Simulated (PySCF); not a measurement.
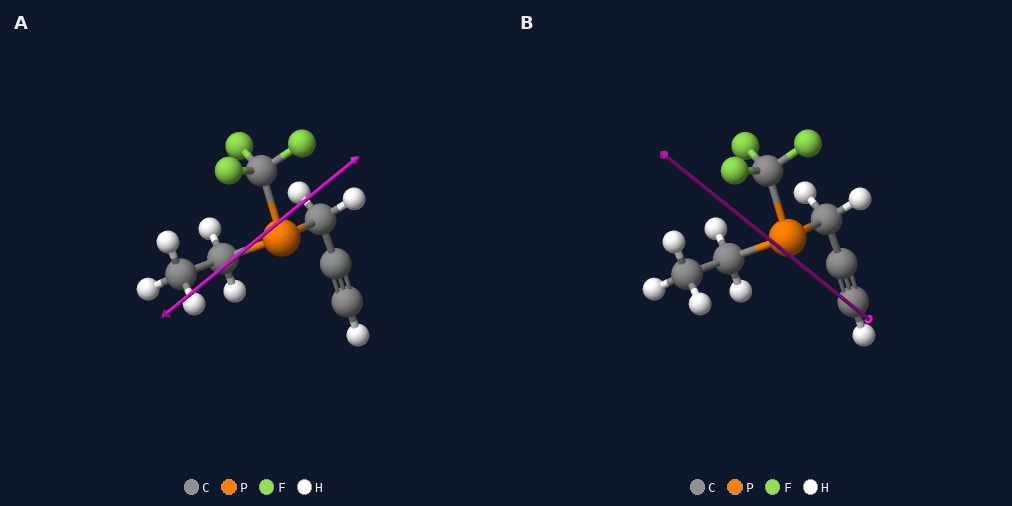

The double arrows show the directions of two transition dipoles from the ground state (lengths mean nothing). Computed geometry: PBE0-D3(BJ)/def2-SVP optimisation. No frequency run is at hand to confirm it as a minimum. Method: TDDFT PBE0/def2-SVPD, vertical, gas phase, core orbitals frozen in the response (PySCF 2.14.0).

**One belongs to singlet state 3 and one to singlet state 7. Which is which?**

A: state 7, 7.14 eV (174 nm), oscillator strength 0.023, of mixed character, with the largest part HOMO → LUMO+2 (weight 0.41).
B: state 3, 6.54 eV (189 nm), oscillator strength 0.064, of mixed character, with the largest part HOMO → LUMO (weight 0.48).
